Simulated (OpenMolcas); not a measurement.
# HF/cc-pVTZ (RICD fitting, fitting threshold 0.0001) run of SiBr4 (tetrabromosilane)

Aim: the vertical ionisation energy of SiBr4 (tetrabromosilane) at HF/cc-pVTZ (RICD fitting, fitting threshold 0.0001), from 2 runs. 

The results are computed with OpenMolcas 26.06.

**1. Starting point**

SiBr4: 5 atoms, total charge 0, spin state singlet. As SMILES, `Br[Si](Br)(Br)Br`. The coordinates come from a GFN2-xTB relaxation.

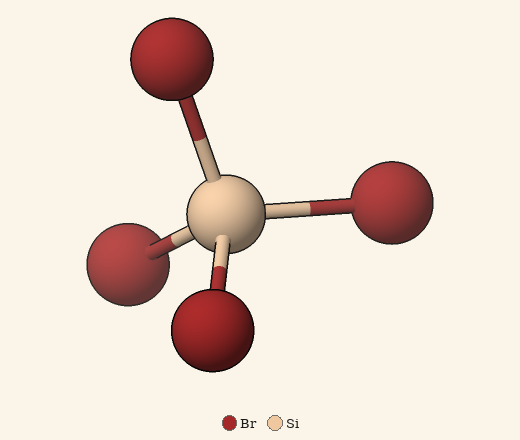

The structure, seen from a chosen angle (bromine red, silicon light orange).

**2. The energy at HF/cc-pVTZ (RICD fitting, fitting threshold 0.0001)**

The input, job.input:

```
&GATEWAY
  BASLIB=$CurrDir
  COORD
  5
  angstrom
  Br      -1.206870       0.111140       1.846470
  Si       0.000160       0.000140      -0.000410
  Br       1.851430      -1.137800       0.398170
  Br      -1.163650      -1.015700      -1.580130
  Br       0.518930       2.042210      -0.664100
  BASIS=cc-pVTZ
  GROUP=NoSym
  RICD
  CDTHRESHOLD=0.0001

&SEWARD

&SCF
  PRORBITALS=1 1
```

The basis set cc-pVTZ is read from a file made from the Basis Set Exchange's data (not shown).

Started as:

```bash
$ export MOLCAS_MEM=1860
$ pymolcas job.input > job.log
```

Output:

```text
--- Start Module: gateway ---
[...]
--- Stop Module: gateway /rc=_RC_ALL_IS_WELL_ ---
[...]
--- Start Module: seward ---
[...]
      Basis functions          206
--- Stop Module: seward /rc=_RC_ALL_IS_WELL_ ---
[...]
--- Start Module: scf ---
[...]
       Convergence after  11 Iterations
[...]
::    Total SCF energy                             -10578.9946427551
[...]
      Total spin, S                                     0.0000000000
[...]
      Total electronic charge=  154.000000
      Total            charge=   -0.000000
[...]
      Dipole Moment (debye):
      Origin of the operator (angstrom)=   -0.0000   -0.0000    0.0001
                   X=  1.2506E-03               Y=  2.2843E-03               Z= -1.5684E-03           Total=  3.0401E-03
      Quadrupole Moment (debye*angstrom):
[...]
--- Stop Module: scf /rc=_RC_ALL_IS_WELL_ ---
[...]
```

Wall time 48 s (1 thread of Arm Neoverse V1, shared host); peak memory 0.26 GiB.

**3. The doublet cation**

The input, job.inp:

```
&gateway
baslib = $CurrDir
coord
5
angstrom
Br      -1.206870       0.111140       1.846470
Si       0.000160       0.000140      -0.000410
Br       1.851430      -1.137800       0.398170
Br      -1.163650      -1.015700      -1.580130
Br       0.518930       2.042210      -0.664100
basis = cc-pVTZ
group = NoSym
ricd
cdthreshold = 0.0001
&seward
&scf
uhf
charge = 1
spin = 2
prorbitals = 1 1
```

The basis set cc-pVTZ is read from a file made from the Basis Set Exchange's data (not shown).

Started as:

```bash
$ export MOLCAS_MEM=1860
$ pymolcas job.inp > job.log
```

Output:

```text
--- Start Module: gateway ---
[...]
--- Stop Module: gateway /rc=_RC_ALL_IS_WELL_ ---
[...]
--- Start Module: seward ---
[...]
      Basis functions          206
--- Stop Module: seward /rc=_RC_ALL_IS_WELL_ ---
[...]
--- Start Module: scf ---
[...]
       Convergence after  57 Iterations
[...]
::    Total SCF energy                             -10578.6102463228
[...]
      Total spin, S                                     0.5058701420
[...]
      Total electronic charge=  153.000000
      Total            charge=    1.000000
[...]
      Dipole Moment (debye):
      Origin of the operator (angstrom)=   -0.0000   -0.0000    0.0001
                   X=  4.3717E+00               Y= -2.7544E+00               Z=  1.1778E+00           Total=  5.2996E+00
      Center of Charge (angstrom)
[...]
--- Stop Module: scf /rc=_RC_ALL_IS_WELL_ ---
[...]
```

Wall time 5.5 min (1 thread of Arm Neoverse V1, shared host); peak memory 0.31 GiB.

**4. What came out**

Level: HF/cc-pVTZ (RICD fitting, fitting threshold 0.0001).

```
                                          quantity            value
                       singlet SiBr4: total energy  -10578.99464 Eh
                      singlet SiBr4: dipole moment           0.00 D
                        singlet SiBr4: HOMO energy        -11.63 eV
                        singlet SiBr4: LUMO energy          1.78 eV
                      singlet SiBr4: HOMO–LUMO gap         13.41 eV
                      doublet cation: total energy  -10578.61025 Eh
doublet cation: HOMO energy (highest over α and β)        -15.81 eV
 doublet cation: LUMO energy (lowest over α and β)         -9.00 eV
                              doublet cation: ⟨S²⟩            0.762
vertical ionisation energy (to the doublet cation)        10.460 eV
```

The vertical ionisation energy comes to 10.46 eV (1009 kJ/mol). −ε(HOMO) before ionisation, 11.63 eV, is 1.17 eV above this ionisation energy. Mulliken charges (doublet cation) run from -0.03 on Br4 to +0.55 on Si2; they depend strongly on the basis.
